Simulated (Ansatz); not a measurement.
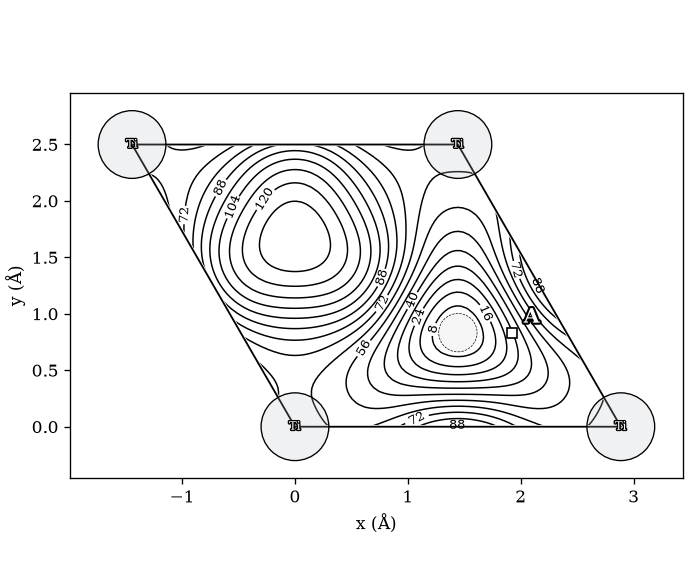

Si on a Ti(001) slab cut from the P6_3/mmc phase, its upper half relaxed before the scan (20 atoms of substrate and one adsorbate in a 2 × 2 cell). Si is moved over the surface cell at a fixed height above a rigid substrate; the origin of the map has the adsorbate above Ti17; the height is held at 2.50 Å. Places are given modulo a cell vector. The map is drawn in real space over the plane of the surface. The scan uses a 6 × 6 grid; 10 points were computed and 26 follow by symmetry. Places are given in fractions of the 1 × 1 surface cell. Energies are in meV, from the lowest grid point. The runs have no spin polarisation, so an open-shell adsorbate far from the surface lies too high. At a fixed height the lowest place need not be the adsorption site. Theory: DFT PBE+D3(BJ), scalar-relativistic, plane waves, PAW (Ansatz 0.2.0). Settings: cutoff 420 eV, k-mesh 6×6×1, gaussian smearing 0.1 eV, no spin polarisation.

In the figure: contour lines labelled in meV, labelled circles for the atoms of the top layer and small ones for the second layer, the outline of one cell of the plane, the point A. Between grid points the surface is interpolated.

Which way does the force act at A, and how strong is it?

A, at (5/6, 2/6) of the cell vectors, is not a stationary point. The computed force is 0.11 eV/Å in the plane, pointing left in the picture (components −0.11 and −0.04 eV/Å).

PAW datasets: the set soft_1.
